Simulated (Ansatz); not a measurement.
# BGaH₃N (SMILES B=[N][GaH2]): what the fields show

Input file:

```
crystal:
  periodic: [false, false, false]
  atoms:
    - {symbol: B, position_ang: [-0.825867, -0.179633, -0.776329]}
    - {symbol: Ga, position_ang: [-2.089019, 2.285797, 0.598610]}
    - {symbol: N, position_ang: [-1.338579, 0.821530, -0.218158]}
    - {symbol: H, position_ang: [-0.347222, -1.114267, -1.297396]}
    - {symbol: H, position_ang: [-1.245326, 3.611075, 0.598248]}
    - {symbol: H, position_ang: [-3.514138, 2.094807, 1.231660]}
basis:
  gaussian:
    orbitals: def2-TZVPD
output:
  forces: true
  orbitals: {seedname: orbitals}
hamiltonian:
  xc: pbe0
```

Launched as:

```sh
ansatz run input.yaml --threads 1 --pin off --max-ram 2610MiB --events-out events.jsonl --progress --plain --runs-dir runs
```

Geometry: B3LYP/6-31G*.

The calculation used Ansatz, isolated molecule in a Gaussian basis; Kohn-Sham density functional theory, functional PBE0.

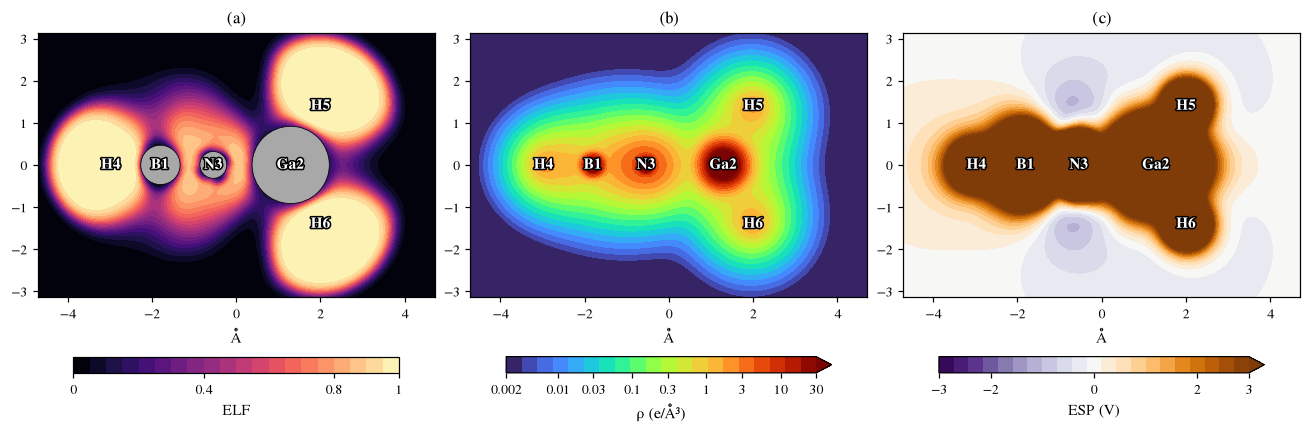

Figure 1. (a) ELF; (b) total electron density; (c) molecular electrostatic potential on the molecular plane. Grey discs cover the atomic cores in the ELF map.

What do the fields say about this system?

The section cuts through B, Ga, N and H sites.
B–N (1.26 Å): the density is about 2.5 e/Å³ at the midpoint; the ELF peaks at about 0.85 between the atoms (a polar covalent bond).
Ga–N (1.84 Å): the density is about 0.88 e/Å³ at the midpoint; the ELF peaks at about 0.90 in the valence shell of N, 0.6 Å from its nucleus, and is about 0.30 at the midpoint.
B–H (1.17 Å): ρ is about 1.3 e/Å³ halfway; the ELF climbs to about 1 towards the hydrogen, as it does in any bond to H: an ordinary covalent bond to hydrogen.
Ga–H (1.57 Å): ρ at the midpoint is about 0.99 e/Å³; the ELF climbs to about 1 towards the hydrogen.
Outside the dense part of the molecule the potential is most negative (−1.1 V) near N3.

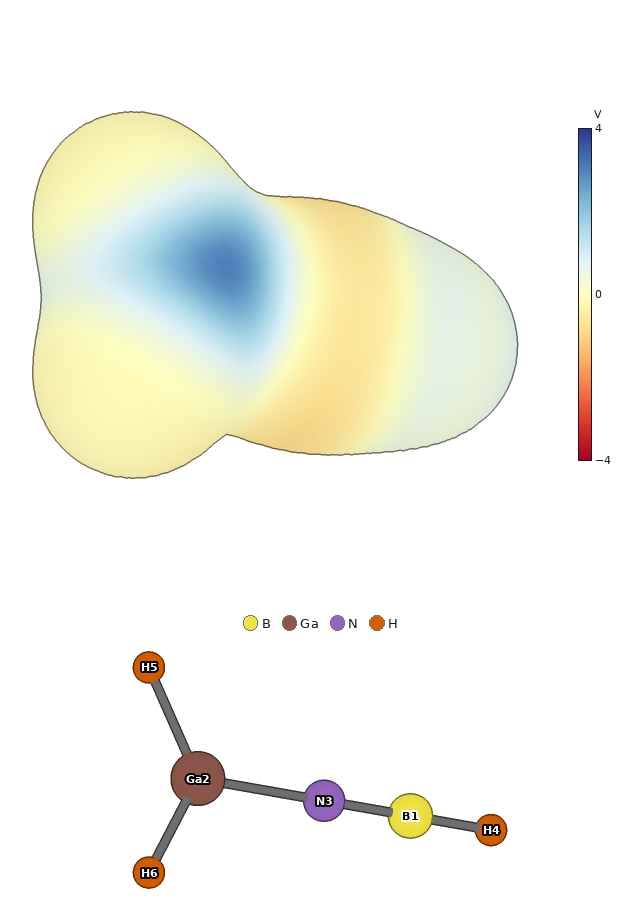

Figure 2. The electrostatic potential painted on the density surface at 0.002 e/bohr³, seen at a tilt; red is negative and blue positive. The bare structure is drawn below in the same view.

Where is the surface potential most negative and most positive?

The most negative region (about −0.8 V) lies over N3, the most positive (about +2.9 V) over Ga2.

How polar is the molecule by this calculation?

Its dipole moment is 0.38 D.

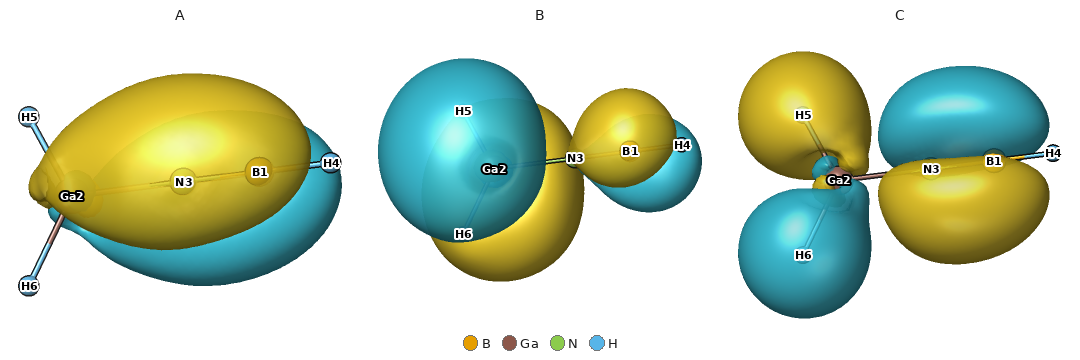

Figure 3. Three frontier orbitals at ±0.06 Å⁻³ᐟ² (yellow and cyan are the two phases), in no order.

Which picture is the HOMO−1, the HOMO and the LUMO?

A is the HOMO−1 (−8.47 eV). Its weight (Hirshfeld) is mainly on N3 (about 60 %), B1 (about 25 %) and Ga2 (about 10 %); it changes sign across the molecular plane (π type); π-bonding across B1–N3. C is the HOMO (−7.80 eV). By Hirshfeld shares it lies mainly on N3 (about 40 %), B1 (about 20 %), Ga2 (about 15 %), H5 (about 10 %) and H6 (about 10 %); it is symmetric in the molecular plane (an in-plane orbital: σ, lone-pair or in-plane π type). B is the LUMO (−1.50 eV). Its weight (Hirshfeld) is mainly on Ga2 (about 70 %) and B1 (about 10 %); it changes sign across the molecular plane (π type).

What is the HOMO–LUMO gap?

6.30 eV between the orbital energies.
